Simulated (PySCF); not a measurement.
**One shape, several levels: SiPH5O2 (SMILES O[SiH2]OP)**

Aim: a comparison of 6 runs (HF/def2-SVP, HF/cc-pVTZ, B3LYP/6-31G*, SVWN5/pcseg-1, TPSS/pcseg-1, r2SCAN/6-311+G**) of SiPH5O2. 

Program for the calculation: PySCF 2.14.0.

## 1. Starting point

SiPH5O2 has 9 atoms, charge 0, and is taken as a singlet. SMILES: `O[SiH2]OP`. The shape is that of a PBE0-D4/def2-TZVP optimisation. This is one conformer, not always the lowest.

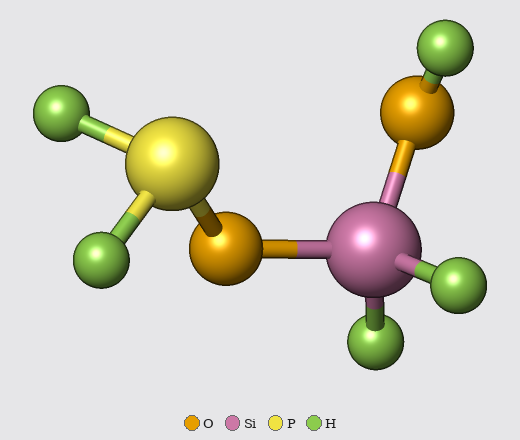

The structure, seen from a chosen angle (oxygen amber, silicon pink, phosphorus yellow, hydrogen green).

## 2. Energy and gradient at HF/def2-SVP (run 1)

run.py

```python
import pyscf.grad
from pyscf import gto, scf

mol = gto.Mole()
mol.atom = '''
O   -0.307900   1.144300  -1.642900
Si   0.817700   0.562000  -0.606400
O    0.302400  -0.778100   0.201800
P   -0.942200  -0.834900   1.277600
H   -0.998700   1.706900  -1.290600
H    1.170600   1.605300   0.391300
H    1.964500   0.123500  -1.421100
H   -0.305900  -1.590900   2.302600
H   -1.612000  -1.984300   0.770600
'''
mol.max_memory = 1860
mol.basis = 'def2-svp'
mol.verbose = 4
mol.charge = 0
mol.build()

hf = scf.RHF(mol)
hf.conv_tol = 1e-10
hf.kernel()
if not hf.converged:
    hf = hf.newton().run(hf.mo_coeff, hf.mo_occ)

energy = hf.e_tot
print('E = %.10f Eh' % energy)
grad = hf.Gradients().kernel()
hf.analyze()
```

Started as:

```
$ OMP_NUM_THREADS=1 python run.py
```

Standard output:

```text
PySCF version 2.14.0

[... 83 lines left out ...]
Two-electron Coulomb Energy =          592.956212221747023
[... 10 lines left out ...]
MO #8   energy= -5.42717570825066  occ= 2
[... 8 lines left out ...]
MO #17  energy= -0.665162265030204 occ= 2
[... 8 lines left out ...]
MO #26  energy= 0.141661628663683  occ= 0
[... 8 lines left out ...]
MO #35  energy= 0.456336741783127  occ= 0
[... 8 lines left out ...]
MO #44  energy= 0.726687900759463  occ= 0
[... 8 lines left out ...]
MO #53  energy= 1.12569856489953   occ= 0
[... 8 lines left out ...]
MO #62  energy= 1.51063584221417   occ= 0
[... 8 lines left out ...]
MO #71  energy= 1.93589880547641   occ= 0
[... 8 lines left out ...]
MO #80  energy= 2.98636666565521   occ= 0
[... 8 lines left out ...]
MO #89  energy= 4.08876888308512   occ= 0
[... 62 lines left out ...]
pop of  3 P 3dyz          0.01022
pop of  3 P 3dz^2         0.00844
pop of  3 P 3dxz          0.01375
pop of  3 P 3dx2-y2       0.00652
pop of  4 H 1s            0.64625
pop of  4 H 2s            0.01317
pop of  4 H 2px           0.00209
pop of  4 H 2py           0.00189
pop of  4 H 2pz           0.00124
pop of  5 H 1s            1.17701
pop of  5 H 2s            0.00293
pop of  5 H 2px           0.00039
pop of  5 H 2py           0.00277
pop of  5 H 2pz           0.00264
pop of  6 H 1s            1.14576
pop of  6 H 2s            0.00307
pop of  6 H 2px           0.00322
pop of  6 H 2py           0.00070
pop of  6 H 2pz           0.00191
pop of  7 H 1s            1.03386
pop of  7 H 2s            0.00584
pop of  7 H 2px           0.00146
pop of  7 H 2py           0.00200
pop of  7 H 2pz           0.00262
pop of  8 H 1s            1.03293
pop of  8 H 2s            0.00588
pop of  8 H 2px           0.00103
pop of  8 H 2py           0.00414
pop of  8 H 2pz           0.00093
 ** Mulliken atomic charges  **
charge of    0O =     -0.76458
charge of    1Si =      1.22351
charge of    2O =     -0.85526
charge of    3P =      0.49207
charge of    4H =      0.33536
charge of    5H =     -0.18574
charge of    6H =     -0.15466
charge of    7H =     -0.04578
charge of    8H =     -0.04491
Dipole moment(X, Y, Z, Debye): -1.01079,  0.72570,  1.38396
```

It took 4.8 s on 1 thread of Arm Neoverse V2, shared host; peak memory 0.18 GiB.

## 3. Energy and forces at HF/cc-pVTZ (run 2)

run.py

```python
# O[SiH2]OP
from pyscf import gto, scf

system = gto.M(
    atom=[
    ('O', (-0.307900, 1.144300, -1.642900)),
    ('Si', (0.817700, 0.562000, -0.606400)),
    ('O', (0.302400, -0.778100, 0.201800)),
    ('P', (-0.942200, -0.834900, 1.277600)),
    ('H', (-0.998700, 1.706900, -1.290600)),
    ('H', (1.170600, 1.605300, 0.391300)),
    ('H', (1.964500, 0.123500, -1.421100)),
    ('H', (-0.305900, -1.590900, 2.302600)),
    ('H', (-1.612000, -1.984300, 0.770600)),
],
    spin=0,
    basis='cc-pvtz',
    max_memory=1860,
    verbose=4,
    charge=0,
)

calc0 = scf.RHF(system)
calc0.conv_tol = 1e-10
calc0.kernel()
if not calc0.converged:
    calc0 = calc0.newton().run(calc0.mo_coeff, calc0.mo_occ)

etot = calc0.e_tot
print('E(%s) = %.9f' % ('HF', etot))
grad = calc0.nuc_grad_method().kernel()
dip = calc0.dip_moment()
pop, q = calc0.mulliken_pop()
```

Started as:

```
$ OMP_NUM_THREADS=1 python run.py
```

Standard output:

```text
PySCF version 2.14.0

[... 65 lines left out ...]
converged SCF energy = -782.500343179035
[... 12 lines left out ...]
Dipole moment(X, Y, Z, Debye): -0.77229,  0.57422,  1.10342
[... 169 lines left out ...]
pop of  6 H 3dxz          0.00021
pop of  6 H 3dx2-y2       0.00013
pop of  7 H 1s            0.24357
pop of  7 H 2s            0.54147
pop of  7 H 3s            0.18693
pop of  7 H 2px           0.00095
pop of  7 H 2py           0.00160
pop of  7 H 2pz           0.00223
pop of  7 H 3px           0.00341
pop of  7 H 3py           0.00699
pop of  7 H 3pz           0.00667
pop of  7 H 3dxy          0.00009
pop of  7 H 3dyz          0.00024
pop of  7 H 3dz^2         0.00026
pop of  7 H 3dxz          0.00022
pop of  7 H 3dx2-y2       0.00010
pop of  8 H 1s            0.24349
pop of  8 H 2s            0.54115
pop of  8 H 3s            0.18590
pop of  8 H 2px           0.00118
pop of  8 H 2py           0.00292
pop of  8 H 2pz           0.00069
pop of  8 H 3px           0.00443
pop of  8 H 3py           0.00943
pop of  8 H 3pz           0.00333
pop of  8 H 3dxy          0.00033
pop of  8 H 3dyz          0.00015
pop of  8 H 3dz^2         0.00010
pop of  8 H 3dxz          0.00013
pop of  8 H 3dx2-y2       0.00020
 ** Mulliken atomic charges  **
charge of    0O =     -0.44569
charge of    1Si =      0.61968
charge of    2O =     -0.48186
charge of    3P =      0.21363
charge of    4H =      0.22564
charge of    5H =     -0.09038
charge of    6H =     -0.05285
charge of    7H =      0.00527
charge of    8H =      0.00657
```

It took 61 s on 1 thread of Arm Neoverse V2, shared host; peak memory 1.6 GiB.

Runs 3 to 5 aren't shown in full; the table further down has their settings and results.

## 4. Energy and gradient at r2SCAN/6-311+G(d,p) (run 6)

input.py

```python
# O[SiH2]OP
import pyscf.grad
from pyscf import gto, dft

mol = gto.M(
    atom='''
O     -0.307900     1.144300    -1.642900
Si     0.817700     0.562000    -0.606400
O      0.302400    -0.778100     0.201800
P     -0.942200    -0.834900     1.277600
H     -0.998700     1.706900    -1.290600
H      1.170600     1.605300     0.391300
H      1.964500     0.123500    -1.421100
H     -0.305900    -1.590900     2.302600
H     -1.612000    -1.984300     0.770600
''',
    spin=0,
    verbose=4,
    basis='6-311+g**',
    max_memory=1860,
)

ks = dft.RKS(mol, xc='r2scan')
ks.grids.level = 5
ks.conv_tol = 1e-10
ks.kernel()
if not ks.converged:
    ks = ks.newton().run(ks.mo_coeff, ks.mo_occ)

energy = ks.e_tot
print(f'total energy: {energy:.8f} hartree')
grad = ks.Gradients().kernel()
ks.analyze()
```

Started as:

```
$ OMP_NUM_THREADS=1 python input.py
```

Standard output:

```text
PySCF version 2.14.0

[... 106 lines left out ...]
MO #2   energy= -65.8569244250719  occ= 2
[... 11 lines left out ...]
MO #14  energy= -0.980287932959152 occ= 2
[... 11 lines left out ...]
MO #26  energy= -0.0399038101734916 occ= 0
[... 11 lines left out ...]
MO #38  energy= 0.114891776164828  occ= 0
[... 11 lines left out ...]
MO #50  energy= 0.296506961361677  occ= 0
[... 11 lines left out ...]
MO #62  energy= 0.590927449179906  occ= 0
[... 11 lines left out ...]
MO #74  energy= 1.06506746360707   occ= 0
[... 11 lines left out ...]
MO #86  energy= 1.44759024222964   occ= 0
[... 11 lines left out ...]
MO #98  energy= 2.07087494768654   occ= 0
[... 11 lines left out ...]
MO #110 energy= 2.99191259806544   occ= 0
[... 11 lines left out ...]
MO #122 energy= 5.55838925377969   occ= 0
[... 11 lines left out ...]
MO #134 energy= 163.496974751656   occ= 0
[... 107 lines left out ...]
pop of  4 H 2s            0.00749
pop of  4 H 3s            0.00664
pop of  4 H 2px           0.00152
pop of  4 H 2py           0.00189
pop of  4 H 2pz           0.00188
pop of  5 H 1s            1.13420
pop of  5 H 2s            0.00395
pop of  5 H 3s            0.00147
pop of  5 H 2px           0.00036
pop of  5 H 2py           0.00238
pop of  5 H 2pz           0.00223
pop of  6 H 1s            1.09834
pop of  6 H 2s            0.00447
pop of  6 H 3s            0.00073
pop of  6 H 2px           0.00280
pop of  6 H 2py           0.00059
pop of  6 H 2pz           0.00158
pop of  7 H 1s            0.99124
pop of  7 H 2s            0.00723
pop of  7 H 3s            0.00102
pop of  7 H 2px           0.00123
pop of  7 H 2py           0.00174
pop of  7 H 2pz           0.00186
pop of  8 H 1s            0.99022
pop of  8 H 2s            0.00716
pop of  8 H 3s            0.00102
pop of  8 H 2px           0.00085
pop of  8 H 2py           0.00320
pop of  8 H 2pz           0.00082
 ** Mulliken atomic charges  **
charge of    0O =     -0.74480
charge of    1Si =      1.06626
charge of    2O =     -0.77591
charge of    3P =      0.35996
charge of    4H =      0.35518
charge of    5H =     -0.14459
charge of    6H =     -0.10850
charge of    7H =     -0.00432
charge of    8H =     -0.00328
Dipole moment(X, Y, Z, Debye): -0.73174,  0.54868,  1.12863
```

Run time: 1.7 min. Hardware: 1 thread of Arm Neoverse V2, shared host; peak memory 1.5 GiB.

## 5. The series

```csv
run,level,Cartesian functions,integration grid,energy (Eh),dipole moment (D),HOMO energy (eV),LUMO energy (eV),wall time
1,HF/def2-SVP,no,–,-782.073986,1.86,-10.22,3.85,4.8 s
2,HF/cc-pVTZ,no,–,-782.500343,1.46,-10.18,3.18,61 s
3,B3LYP/6-31G* (Cartesian functions),yes,5,-784.366324,1.56,-6.95,-0.18,25 s
4,SVWN5/pcseg-1,no,5,-780.806929,1.49,-6.12,-1.39,21 s
5,TPSS/pcseg-1,no,5,-784.381807,1.49,-6.21,-1.01,57 s
6,r2SCAN/6-311+G**,no,5,-784.308989,1.45,-6.40,-1.09,1.7 min
```

## 6. What came out

| quantity | value |
| --- | --- |
| run 6: total energy | -784.30899 Eh |
| run 6: dipole moment | 1.45 D |
| run 6: HOMO energy | -6.40 eV |
| run 6: LUMO energy | -1.09 eV |
| run 6: HOMO–LUMO gap | 5.31 eV |
| run 6: largest force on an atom | 0.729 eV/Å |

In words: The dipole moment (its size) runs from 1.45 D (r2SCAN/6-311+G**) to 1.86 D (HF/def2-SVP). The two ends differ in method and basis. The HOMO–LUMO gap runs from 4.73 eV (SVWN5/pcseg-1) to 14.08 eV (HF/def2-SVP). Totals of different functionals can't be ranked against each other. All runs together took 4.5 min, the longest 1.7 min.
